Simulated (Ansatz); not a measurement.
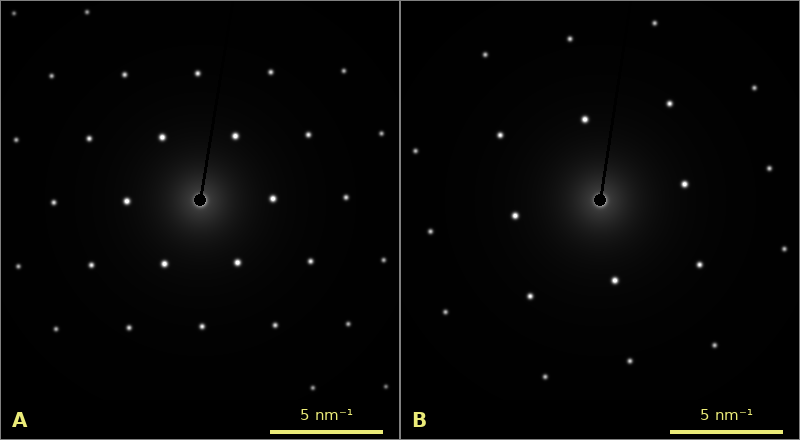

Kinematic electron diffraction patterns (120 kV, B = 0.5 Å², same scale, each along a low-index zone) of two structures of composition CsAg, each relaxed at zero pressure with Ansatz 0.2.0, DFT PBE, scalar-relativistic, plane waves, PAW.

The structures (standard cells):
1. F-43m (No. 216), a = 8.602 Å, 8 atoms; generated start, possibly hypothetical
2. Cmcm (No. 63), a = 5.425 Å, b = 13.355 Å, c = 5.158 Å, 8 atoms; generated start, possibly hypothetical

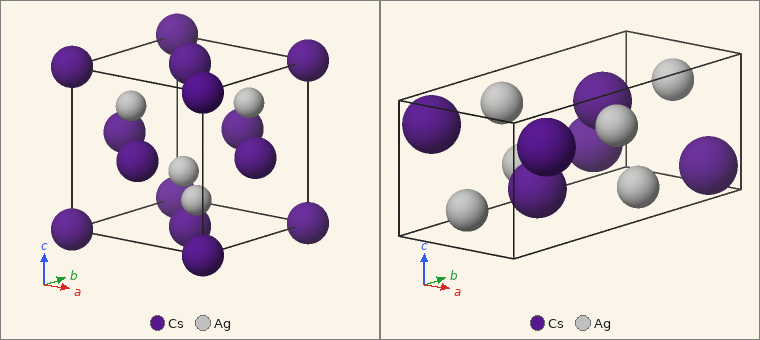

Drawings of the structures 1 to 2, from left to right (each may span several cells).

**Which pattern belongs to which structure, and along which zone?**

A is structure 1 along [111] or an equivalent direction: hexagonal net of -2 2 0 at d = 3.04 Å and -2 0 2 at d = 3.04 Å, 60.0° apart. B is structure 2 along [010]: rectangular net of 2 0 0 at d = 2.71 Å and 0 0 2 at d = 2.58 Å, 90.0° apart (some points of this net are extinct or too weak to see).

**Rank the structures by their computed energy.**

Structure 2 (Cmcm, 46.71 Å³ an atom) is the lowest of these; structure 1 (F-43m, 79.56 Å³ an atom) lies about 170 meV an atom higher. These are static energies at 0 K; other structures, not shown, may lie lower still.
